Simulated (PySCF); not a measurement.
## Electronic structure of CNPb (charge +1) in real space

```xyz
3

Pb    0.0000    0.0000   -0.2216
C     0.0000    0.0000    2.0177
N     0.0000    0.0000    3.2012
```

Core potentials replace the inner electrons of Pb.

All numbers below come from RKS BP86, Pb def2-SVP with ECP60, C def2-SVP, N def2-SVP; non-relativistic Hamiltonian with scalar-relativistic core potentials where named; density fitting (PySCF 2.14.0).

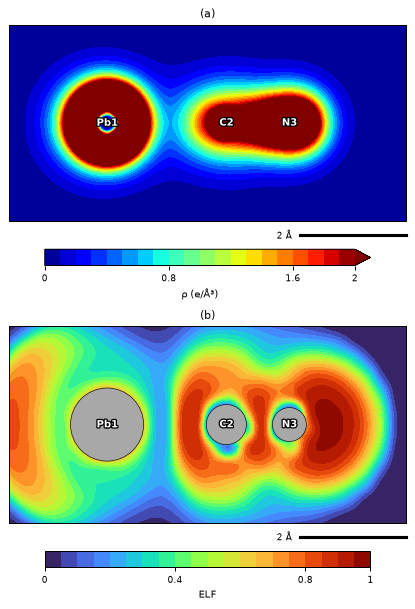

Figure 1. (a) electron density; (b) electron localisation function on a plane that holds the molecular axis. Grey discs cover the atomic cores in the ELF map.

Read the bonding off the picture.

The section cuts through Pb, C and N sites.
C–N (1.18 Å): ρ is about 3.4 e/Å³ halfway; the ELF peaks at about 0.85 between the atoms; a short, multiple covalent bond.
C–Pb (2.24 Å): the density is about 0.62 e/Å³ at the midpoint; the ELF peaks at about 0.90 in the valence shell of C, 0.6 Å from its nucleus, and drops to about 0.20 between the two atoms.
The ELF also peaks beside N3, away from the bonds: lone-pair regions.

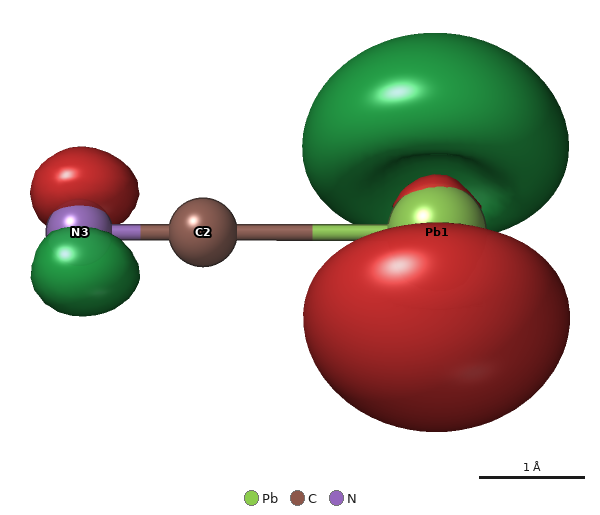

Figure 2. The LUMO at ±0.15 Å⁻³ᐟ² (green and red are the two phases), seen from one side.

What is the character of this orbital?

It lies mainly on Pb1 (about 90 %) and N3 (about 5 %). It is one of a degenerate set, so its orientation is arbitrary. Its energy is −10.38 eV.
